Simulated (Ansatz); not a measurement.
**C$_{2}$H$_{10}$N$_{2}$Si$_{2}$: molecular dynamics (part 2 of 3)**

C$_{2}$H$_{10}$N$_{2}$Si$_{2}$; RKS LDA/6-31G (Ansatz 0.2.0). It belongs to a series of runs on one base structure; here: dynamics from the highest image of the converged band.

Geometry of the input (Å):
```
N  -0.5772  -1.9606  0.5907
Si -0.1283  -0.3897  1.5651
C  1.4129  -0.1149  0.3909
N  0.8175  -0.0158  -0.9321
C  -0.0043  1.1739  -1.1328
Si -1.2940  1.2758  0.3285
H  -0.2063  -1.9061  -0.3828
H  -1.4991  -2.3960  0.6952
H  -0.0309  -1.9710  2.0090
H  2.0608  -1.0093  0.4524
H  2.0077  0.7801  0.6938
H  1.4493  -0.2269  -1.7130
H  -0.5363  1.1143  -2.0999
H  0.5894  2.1226  -1.1227
H  -2.6644  0.7928  -0.1171
H  -1.4197  2.7081  0.8191
```

**The program's output, continued**
```
md step   115: t =    57.50 fs  T =   615.3 K  F+E_penalty+E_count = -20858.21810248 eV  E_kin = 1.113452 eV  conserved = -20857.10465010 eV  (26 SCF iters)
md step   116: t =    58.00 fs  T =   515.6 K  F+E_penalty+E_count = -20858.02936554 eV  E_kin = 0.933038 eV  conserved = -20857.09632777 eV  (26 SCF iters)
md step   117: t =    58.50 fs  T =   479.2 K  F+E_penalty+E_count = -20857.96156210 eV  E_kin = 0.867209 eV  conserved = -20857.09435347 eV  (27 SCF iters)
md step   118: t =    59.00 fs  T =   521.8 K  F+E_penalty+E_count = -20858.04448373 eV  E_kin = 0.944221 eV  conserved = -20857.10026229 eV  (26 SCF iters)
md step   119: t =    59.50 fs  T =   600.1 K  F+E_penalty+E_count = -20858.19227462 eV  E_kin = 1.085879 eV  conserved = -20857.10639540 eV  (28 SCF iters)
md step   120: t =    60.00 fs  T =   662.0 K  F+E_penalty+E_count = -20858.30616545 eV  E_kin = 1.197927 eV  conserved = -20857.10823836 eV  (29 SCF iters)
md step   121: t =    60.50 fs  T =   684.2 K  F+E_penalty+E_count = -20858.34514773 eV  E_kin = 1.238086 eV  conserved = -20857.10706130 eV  (29 SCF iters)
md step   122: t =    61.00 fs  T =   669.3 K  F+E_penalty+E_count = -20858.31624937 eV  E_kin = 1.211279 eV  conserved = -20857.10497041 eV  (29 SCF iters)
md step   123: t =    61.50 fs  T =   631.2 K  F+E_penalty+E_count = -20858.24514985 eV  E_kin = 1.142211 eV  conserved = -20857.10293907 eV  (29 SCF iters)
md step   124: t =    62.00 fs  T =   585.0 K  F+E_penalty+E_count = -20858.15988791 eV  E_kin = 1.058606 eV  conserved = -20857.10128177 eV  (28 SCF iters)
md step   125: t =    62.50 fs  T =   544.0 K  F+E_penalty+E_count = -20858.08461408 eV  E_kin = 0.984507 eV  conserved = -20857.10010734 eV  (28 SCF iters)
md step   126: t =    63.00 fs  T =   518.2 K  F+E_penalty+E_count = -20858.03710485 eV  E_kin = 0.937689 eV  conserved = -20857.09941578 eV  (28 SCF iters)
md step   127: t =    63.50 fs  T =   513.4 K  F+E_penalty+E_count = -20858.02821686 eV  E_kin = 0.929092 eV  conserved = -20857.09912533 eV  (28 SCF iters)
md step   128: t =    64.00 fs  T =   532.4 K  F+E_penalty+E_count = -20858.06268802 eV  E_kin = 0.963540 eV  conserved = -20857.09914784 eV  (29 SCF iters)
md step   129: t =    64.50 fs  T =   575.1 K  F+E_penalty+E_count = -20858.14018011 eV  E_kin = 1.040706 eV  conserved = -20857.09947363 eV  (29 SCF iters)
md step   130: t =    65.00 fs  T =   638.3 K  F+E_penalty+E_count = -20858.25530854 eV  E_kin = 1.155088 eV  conserved = -20857.10022039 eV  (28 SCF iters)
md step   131: t =    65.50 fs  T =   715.3 K  F+E_penalty+E_count = -20858.39598497 eV  E_kin = 1.294378 eV  conserved = -20857.10160726 eV  (28 SCF iters)
md step   132: t =    66.00 fs  T =   793.9 K  F+E_penalty+E_count = -20858.54056411 eV  E_kin = 1.436742 eV  conserved = -20857.10382230 eV  (28 SCF iters)
md step   133: t =    66.50 fs  T =   856.1 K  F+E_penalty+E_count = -20858.65594670 eV  E_kin = 1.549213 eV  conserved = -20857.10673393 eV  (29 SCF iters)
md step   134: t =    67.00 fs  T =   879.6 K  F+E_penalty+E_count = -20858.70112485 eV  E_kin = 1.591720 eV  conserved = -20857.10940452 eV  (26 SCF iters)
md step   135: t =    67.50 fs  T =   847.3 K  F+E_penalty+E_count = -20858.64301296 eV  E_kin = 1.533306 eV  conserved = -20857.10970678 eV  (26 SCF iters)
md step   136: t =    68.00 fs  T =   764.1 K  F+E_penalty+E_count = -20858.48806266 eV  E_kin = 1.382711 eV  conserved = -20857.10535161 eV  (26 SCF iters)
md step   137: t =    68.50 fs  T =   670.5 K  F+E_penalty+E_count = -20858.31099620 eV  E_kin = 1.213375 eV  conserved = -20857.09762092 eV  (26 SCF iters)
md step   138: t =    69.00 fs  T =   627.6 K  F+E_penalty+E_count = -20858.22903442 eV  E_kin = 1.135722 eV  conserved = -20857.09331233 eV  (26 SCF iters)
md step   139: t =    69.50 fs  T =   667.5 K  F+E_penalty+E_count = -20858.30504535 eV  E_kin = 1.207938 eV  conserved = -20857.09710735 eV  (26 SCF iters)
md step   140: t =    70.00 fs  T =   762.6 K  F+E_penalty+E_count = -20858.48459622 eV  E_kin = 1.380059 eV  conserved = -20857.10453701 eV  (26 SCF iters)
md step   141: t =    70.50 fs  T =   854.5 K  F+E_penalty+E_count = -20858.65536163 eV  E_kin = 1.546345 eV  conserved = -20857.10901707 eV  (26 SCF iters)
md step   142: t =    71.00 fs  T =   902.0 K  F+E_penalty+E_count = -20858.74134007 eV  E_kin = 1.632254 eV  conserved = -20857.10908588 eV  (26 SCF iters)
md step   143: t =    71.50 fs  T =   897.7 K  F+E_penalty+E_count = -20858.73117207 eV  E_kin = 1.624512 eV  conserved = -20857.10666045 eV  (26 SCF iters)
md step   144: t =    72.00 fs  T =   857.0 K  F+E_penalty+E_count = -20858.65456050 eV  E_kin = 1.550839 eV  conserved = -20857.10372177 eV  (26 SCF iters)
md step   145: t =    72.50 fs  T =   802.1 K  F+E_penalty+E_count = -20858.55287445 eV  E_kin = 1.451545 eV  conserved = -20857.10132946 eV  (26 SCF iters)
md step   146: t =    73.00 fs  T =   752.6 K  F+E_penalty+E_count = -20858.46173705 eV  E_kin = 1.361915 eV  conserved = -20857.09982170 eV  (26 SCF iters)
md step   147: t =    73.50 fs  T =   721.4 K  F+E_penalty+E_count = -20858.40454480 eV  E_kin = 1.305404 eV  conserved = -20857.09914104 eV  (26 SCF iters)
md step   148: t =    74.00 fs  T =   714.7 K  F+E_penalty+E_count = -20858.39244146 eV  E_kin = 1.293382 eV  conserved = -20857.09905919 eV  (25 SCF iters)
md step   149: t =    74.50 fs  T =   733.8 K  F+E_penalty+E_count = -20858.42724585 eV  E_kin = 1.327902 eV  conserved = -20857.09934379 eV  (26 SCF iters)
md step   150: t =    75.00 fs  T =   776.3 K  F+E_penalty+E_count = -20858.50473927 eV  E_kin = 1.404867 eV  conserved = -20857.09987191 eV  (25 SCF iters)
md step   151: t =    75.50 fs  T =   837.6 K  F+E_penalty+E_count = -20858.61648773 eV  E_kin = 1.515793 eV  conserved = -20857.10069445 eV  (26 SCF iters)
md step   152: t =    76.00 fs  T =   910.3 K  F+E_penalty+E_count = -20858.74925589 eV  E_kin = 1.647230 eV  conserved = -20857.10202591 eV  (26 SCF iters)
md step   153: t =    76.50 fs  T =   982.6 K  F+E_penalty+E_count = -20858.88223347 eV  E_kin = 1.778101 eV  conserved = -20857.10413227 eV  (26 SCF iters)
md step   154: t =    77.00 fs  T =  1037.2 K  F+E_penalty+E_count = -20858.98402502 eV  E_kin = 1.877019 eV  conserved = -20857.10700638 eV  (25 SCF iters)
md step   155: t =    77.50 fs  T =  1052.6 K  F+E_penalty+E_count = -20859.01452207 eV  E_kin = 1.904783 eV  conserved = -20857.10973857 eV  (26 SCF iters)
md step   156: t =    78.00 fs  T =  1011.6 K  F+E_penalty+E_count = -20858.94062757 eV  E_kin = 1.830686 eV  conserved = -20857.10994116 eV  (27 SCF iters)
md step   157: t =    78.50 fs  T =   921.0 K  F+E_penalty+E_count = -20858.77156883 eV  E_kin = 1.666593 eV  conserved = -20857.10497579 eV  (26 SCF iters)
md step   158: t =    79.00 fs  T =   825.9 K  F+E_penalty+E_count = -20858.59124280 eV  E_kin = 1.494595 eV  conserved = -20857.09664768 eV  (26 SCF iters)
md step   159: t =    79.50 fs  T =   790.5 K  F+E_penalty+E_count = -20858.52361465 eV  E_kin = 1.430466 eV  conserved = -20857.09314880 eV  (24 SCF iters)
md step   160: t =    80.00 fs  T =   839.6 K  F+E_penalty+E_count = -20858.61824154 eV  E_kin = 1.519401 eV  conserved = -20857.09884040 eV  (25 SCF iters)
md step   161: t =    80.50 fs  T =   931.6 K  F+E_penalty+E_count = -20858.79309256 eV  E_kin = 1.685852 eV  conserved = -20857.10724086 eV  (24 SCF iters)
md step   162: t =    81.00 fs  T =   999.9 K  F+E_penalty+E_count = -20858.92070073 eV  E_kin = 1.809431 eV  conserved = -20857.11126996 eV  (24 SCF iters)
md step   163: t =    81.50 fs  T =  1005.7 K  F+E_penalty+E_count = -20858.93028723 eV  E_kin = 1.819896 eV  conserved = -20857.11039074 eV  (24 SCF iters)
md step   164: t =    82.00 fs  T =   948.7 K  F+E_penalty+E_count = -20858.82394632 eV  E_kin = 1.716749 eV  conserved = -20857.10719727 eV  (25 SCF iters)
md step   165: t =    82.50 fs  T =   850.5 K  F+E_penalty+E_count = -20858.64287040 eV  E_kin = 1.539094 eV  conserved = -20857.10377668 eV  (25 SCF iters)
md step   166: t =    83.00 fs  T =   737.6 K  F+E_penalty+E_count = -20858.43584136 eV  E_kin = 1.334794 eV  conserved = -20857.10104749 eV  (26 SCF iters)
md step   167: t =    83.50 fs  T =   632.4 K  F+E_penalty+E_count = -20858.24365523 eV  E_kin = 1.144442 eV  conserved = -20857.09921310 eV  (26 SCF iters)
md step   168: t =    84.00 fs  T =   550.6 K  F+E_penalty+E_count = -20858.09458573 eV  E_kin = 0.996394 eV  conserved = -20857.09819183 eV  (26 SCF iters)
md step   169: t =    84.50 fs  T =   501.1 K  F+E_penalty+E_count = -20858.00473173 eV  E_kin = 0.906890 eV  conserved = -20857.09784187 eV  (25 SCF iters)
md step   170: t =    85.00 fs  T =   487.2 K  F+E_penalty+E_count = -20857.97973521 eV  E_kin = 0.881686 eV  conserved = -20857.09804892 eV  (25 SCF iters)
md step   171: t =    85.50 fs  T =   507.1 K  F+E_penalty+E_count = -20858.01635211 eV  E_kin = 0.917591 eV  conserved = -20857.09876091 eV  (26 SCF iters)
md step   172: t =    86.00 fs  T =   554.4 K  F+E_penalty+E_count = -20858.10327621 eV  E_kin = 1.003275 eV  conserved = -20857.10000076 eV  (26 SCF iters)
md step   173: t =    86.50 fs  T =   618.5 K  F+E_penalty+E_count = -20858.22102568 eV  E_kin = 1.119173 eV  conserved = -20857.10185284 eV  (26 SCF iters)
md step   174: t =    87.00 fs  T =   683.5 K  F+E_penalty+E_count = -20858.34120948 eV  E_kin = 1.236844 eV  conserved = -20857.10436549 eV  (26 SCF iters)
md step   175: t =    87.50 fs  T =   729.2 K  F+E_penalty+E_count = -20858.42684669 eV  E_kin = 1.319582 eV  conserved = -20857.10726500 eV  (28 SCF iters)
md step   176: t =    88.00 fs  T =   734.3 K  F+E_penalty+E_count = -20858.43818130 eV  E_kin = 1.328754 eV  conserved = -20857.10942716 eV  (28 SCF iters)
md step   177: t =    88.50 fs  T =   686.7 K  F+E_penalty+E_count = -20858.35124095 eV  E_kin = 1.242680 eV  conserved = -20857.10856070 eV  (28 SCF iters)
md step   178: t =    89.00 fs  T =   601.4 K  F+E_penalty+E_count = -20858.19105833 eV  E_kin = 1.088305 eV  conserved = -20857.10275326 eV  (28 SCF iters)
md step   179: t =    89.50 fs  T =   529.6 K  F+E_penalty+E_count = -20858.05315829 eV  E_kin = 0.958315 eV  conserved = -20857.09484297 eV  (28 SCF iters)
md step   180: t =    90.00 fs  T =   531.7 K  F+E_penalty+E_count = -20858.05518097 eV  E_kin = 0.962265 eV  conserved = -20857.09291579 eV  (28 SCF iters)
md step   181: t =    90.50 fs  T =   621.4 K  F+E_penalty+E_count = -20858.22431456 eV  E_kin = 1.124446 eV  conserved = -20857.09986885 eV  (28 SCF iters)
md step   182: t =    91.00 fs  T =   746.5 K  F+E_penalty+E_count = -20858.45945125 eV  E_kin = 1.350984 eV  conserved = -20857.10846735 eV  (26 SCF iters)
md step   183: t =    91.50 fs  T =   838.2 K  F+E_penalty+E_count = -20858.62886479 eV  E_kin = 1.516788 eV  conserved = -20857.11207670 eV  (26 SCF iters)
md step   184: t =    92.00 fs  T =   860.4 K  F+E_penalty+E_count = -20858.66779570 eV  E_kin = 1.557095 eV  conserved = -20857.11070028 eV  (26 SCF iters)
md step   185: t =    92.50 fs  T =   817.7 K  F+E_penalty+E_count = -20858.58686810 eV  E_kin = 1.479719 eV  conserved = -20857.10714891 eV  (26 SCF iters)
md step   186: t =    93.00 fs  T =   735.4 K  F+E_penalty+E_count = -20858.43432526 eV  E_kin = 1.330809 eV  conserved = -20857.10351672 eV  (26 SCF iters)
md step   187: t =    93.50 fs  T =   642.7 K  F+E_penalty+E_count = -20858.26373882 eV  E_kin = 1.163067 eV  conserved = -20857.10067201 eV  (26 SCF iters)
md step   188: t =    94.00 fs  T =   563.7 K  F+E_penalty+E_count = -20858.11887494 eV  E_kin = 1.020086 eV  conserved = -20857.09878922 eV  (26 SCF iters)
md step   189: t =    94.50 fs  T =   514.9 K  F+E_penalty+E_count = -20858.02950033 eV  E_kin = 0.931697 eV  conserved = -20857.09780367 eV  (25 SCF iters)
md step   190: t =    95.00 fs  T =   505.0 K  F+E_penalty+E_count = -20858.01153290 eV  E_kin = 0.913922 eV  conserved = -20857.09761123 eV  (26 SCF iters)
md step   191: t =    95.50 fs  T =   536.1 K  F+E_penalty+E_count = -20858.06826687 eV  E_kin = 0.970137 eV  conserved = -20857.09812972 eV  (26 SCF iters)
md step   192: t =    96.00 fs  T =   603.6 K  F+E_penalty+E_count = -20858.19153598 eV  E_kin = 1.092216 eV  conserved = -20857.09932015 eV  (26 SCF iters)
md step   193: t =    96.50 fs  T =   696.9 K  F+E_penalty+E_count = -20858.36237895 eV  E_kin = 1.261158 eV  conserved = -20857.10122120 eV  (26 SCF iters)
md step   194: t =    97.00 fs  T =   799.5 K  F+E_penalty+E_count = -20858.55080360 eV  E_kin = 1.446854 eV  conserved = -20857.10395008 eV  (26 SCF iters)
md step   195: t =    97.50 fs  T =   888.2 K  F+E_penalty+E_count = -20858.71487834 eV  E_kin = 1.607333 eV  conserved = -20857.10754538 eV  (26 SCF iters)
md step   196: t =    98.00 fs  T =   934.2 K  F+E_penalty+E_count = -20858.80195239 eV  E_kin = 1.690524 eV  conserved = -20857.11142845 eV  (26 SCF iters)
md step   197: t =    98.50 fs  T =   910.0 K  F+E_penalty+E_count = -20858.76019133 eV  E_kin = 1.646708 eV  conserved = -20857.11348286 eV  (26 SCF iters)
md step   198: t =    99.00 fs  T =   808.1 K  F+E_penalty+E_count = -20858.57235543 eV  E_kin = 1.462313 eV  conserved = -20857.11004216 eV  (25 SCF iters)
md step   199: t =    99.50 fs  T =   666.3 K  F+E_penalty+E_count = -20858.30584859 eV  E_kin = 1.205744 eV  conserved = -20857.10010418 eV  (25 SCF iters)
these checks for a lower state are left out or cut short: starts, cluster_reference, orbital_swaps, neighbouring_geometries, increment
1195 factors; integrals over basis functions are off by at most 1.8e-4 eV
mean field -20858.11501668 eV, -766.5215887248 hartree, gradient 5.1e-5 eV, S^2 0.000000; 0 other end points of the search recorded, 0 dependent functions left out
the calculation of the forces begins
reference -20858.11504959 eV, -766.5215899342 hartree; 32, 32 occupied and 50, 50 virtual orbitals, 1195 factors
1195 factors; integrals over basis functions are off by at most 1.8e-4 eV
mean field evaluation 1216: about -20858.1331 eV, gradient 6.3e-2 eV
mean field -20858.11501668 eV, -766.5215887248 hartree, gradient 5.1e-5 eV, S^2 0.000000; 1 other end points of the search recorded, 0 dependent functions left out
the calculation of the forces begins
reference -20858.11504959 eV, -766.5215899342 hartree; 32, 32 occupied and 50, 50 virtual orbitals, 1195 factors
md step   200: t =   100.00 fs  T =   565.6 K  F+E_penalty+E_count = -20858.11501668 eV  E_kin = 1.023486 eV  conserved = -20857.09153049 eV  (27 SCF iters)
```

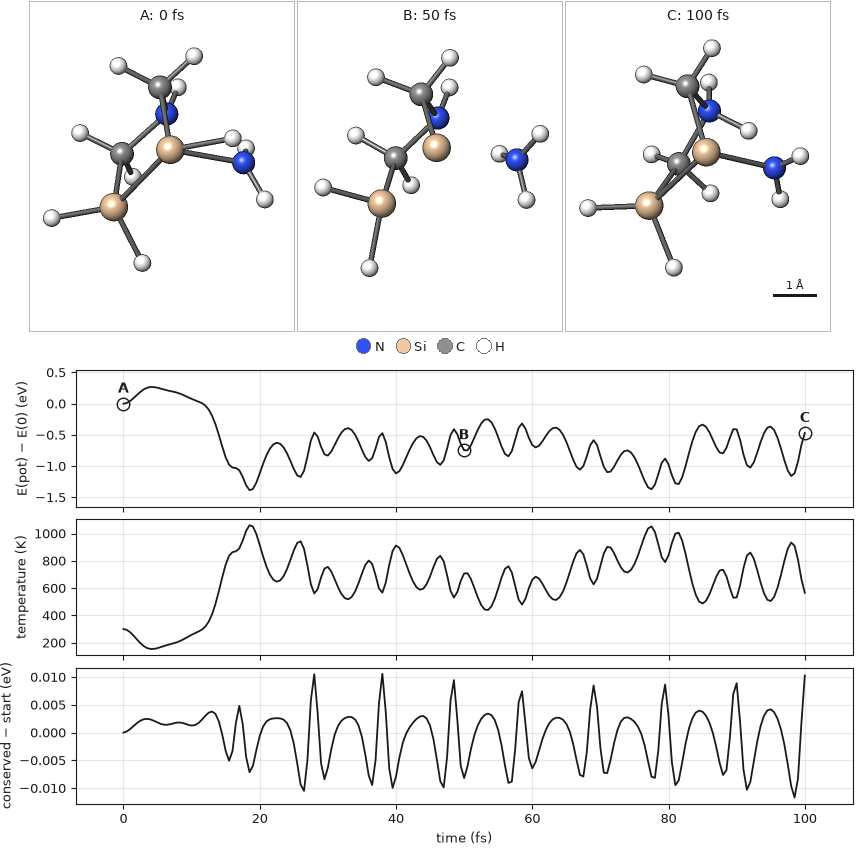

Fig. 1: Frames of the molecular dynamics (ball-and-stick, seen at a tilt) above the curves, on which the letters mark them. The trajectory kept here has 201 frames over 100 fs. The temperature starts at 300 K, ranges from 154 to 1061 K and averages 705 K over the second half. The potential energy ends 0.470 eV below its first value. The conserved quantity stays within 0.022 eV. After an unweighted best fit of the last frame on the first, the root-mean-square displacement is 0.68 Å, and H9 has moved furthest (1.19 Å).

```
Total energy: -20858.11504959 eV, -766.5215899342 hartree
Atom 0 at    -0.632915    -1.763074     0.348088 Å, force     2.005724     8.067417    -2.647570 eV/Å
Atom 1 at    -0.176959    -0.374009     1.634067 Å, force     0.467157    -0.084765     1.551172 eV/Å
Atom 2 at     1.492522     0.100956     0.535653 Å, force    -1.091134    -0.895671    -0.105567 eV/Å
Atom 3 at     0.942896    -0.152413    -0.836605 Å, force    -0.082906     1.546172     0.208780 eV/Å
Atom 4 at    -0.211829     0.757547    -1.228352 Å, force    -0.746966    -0.375519    -0.070920 eV/Å
Atom 5 at    -1.223782     1.302463     0.393737 Å, force    -0.670029    -1.519542    -1.011318 eV/Å
Atom 6 at     0.359764    -1.089152    -0.543603 Å, force     0.111401    -1.436380    -0.237333 eV/Å
Atom 7 at    -1.347869    -1.733815    -0.292774 Å, force    -2.889683    -0.306475    -1.581688 eV/Å
Atom 8 at    -0.448644    -2.485474     0.842408 Å, force     1.243288    -7.433398     3.907322 eV/Å
Atom 9 at     2.320133    -0.597248     0.741184 Å, force    -0.058289    -0.257568    -0.129693 eV/Å
Atom 10 at     1.867430     1.099149     0.664597 Å, force     0.117476     1.107287     0.119449 eV/Å
Atom 11 at     1.659989    -0.084960    -1.573817 Å, force     0.004669    -0.675942    -0.211933 eV/Å
Atom 12 at    -0.943831     0.161564    -1.831213 Å, force     0.259469    -0.116616     0.291834 eV/Å
Atom 13 at     0.124527     1.498133    -1.941260 Å, force     0.441587     0.898500    -0.133236 eV/Å
Atom 14 at    -2.732321     0.890788     0.137858 Å, force     0.770500     0.402146    -0.073473 eV/Å
Atom 15 at    -1.154565     2.713049     0.747769 Å, force     0.117737     1.080355     0.124174 eV/Å
Dipole moment:     0.465103    -0.090376    -1.189514 e Å
```

**Trajectory as extended XYZ (Å, eV, eV/Å), 13 of the 201 frames kept, from step=0 to step=200**
```
16
Properties=species:S:1:pos:R:3:forces:R:3 step=0 time_fs=0.0 energy=-20857.64469 temperature=300.0
N    -0.5772   -1.9606    0.5907   -0.0480  -0.0323  -0.0236
Si   -0.1283   -0.3897    1.5651    0.0130   0.0208   0.0404
C     1.4129   -0.1149    0.3909    0.0298   0.0066  -0.0284
N     0.8175   -0.0158   -0.9321    0.0073  -0.0073   0.0171
C    -0.0043    1.1739   -1.1328   -0.0077  -0.0002  -0.0081
Si   -1.2940    1.2758    0.3285   -0.0035  -0.0068  -0.0049
H    -0.2063   -1.9061   -0.3828    0.0180   0.0052   0.0018
H    -1.4991   -2.3960    0.6952    0.0065  -0.0010  -0.0084
H    -0.0309   -1.9710    2.0090    0.0057   0.0303  -0.0001
H     2.0608   -1.0093    0.4524   -0.0014   0.0077  -0.0045
H     2.0077    0.7801    0.6938   -0.0242  -0.0200   0.0018
H     1.4493   -0.2269   -1.7130    0.0004   0.0043   0.0049
H    -0.5363    1.1143   -2.0999    0.0050   0.0038   0.0058
H     0.5894    2.1226   -1.1227   -0.0096  -0.0135   0.0016
H    -2.6644    0.7928   -0.1171    0.0055   0.0036  -0.0030
H    -1.4197    2.7081    0.8191    0.0031  -0.0011   0.0075
16
Properties=species:S:1:pos:R:3:forces:R:3 step=17 time_fs=8.5 energy=-20857.49296 temperature=217.1
N    -0.5788   -1.9827    0.5754    0.2400  -0.1158   1.4288
Si   -0.1458   -0.3832    1.5789   -0.1175   0.4339   0.2155
C     1.3989   -0.0643    0.3963   -1.1232  -0.5166  -0.6259
N     0.7993   -0.0420   -0.9508    0.4388   0.0561   0.5578
C     0.0002    1.1710   -1.1308   -0.3661  -0.7164  -0.2427
Si   -1.2590    1.2651    0.3331   -1.0541   0.7321   0.0998
H    -0.1535   -1.8964   -0.3495    0.4065   0.0397  -0.8376
H    -1.4506   -2.5088    0.6488   -0.1713   0.1371   0.0153
H    -0.0287   -2.0047    1.8851   -0.1415  -0.5579  -0.6429
H     2.1061   -0.8749    0.5316    0.4502  -0.5801  -0.1121
H     1.8806    0.8736    0.6280    0.5580   0.9157   0.4451
H     1.4520   -0.2354   -1.7285   -0.1046   0.0773   0.1955
H    -0.5841    1.0441   -2.0361   -0.4554   0.0696  -0.6653
H     0.5624    2.1029   -1.2447    0.5209   0.4951   0.1716
H    -2.7187    1.0567   -0.1831    0.5890  -0.2429   0.1492
H    -1.4140    2.6713    0.9545    0.3305  -0.2267  -0.1521
```
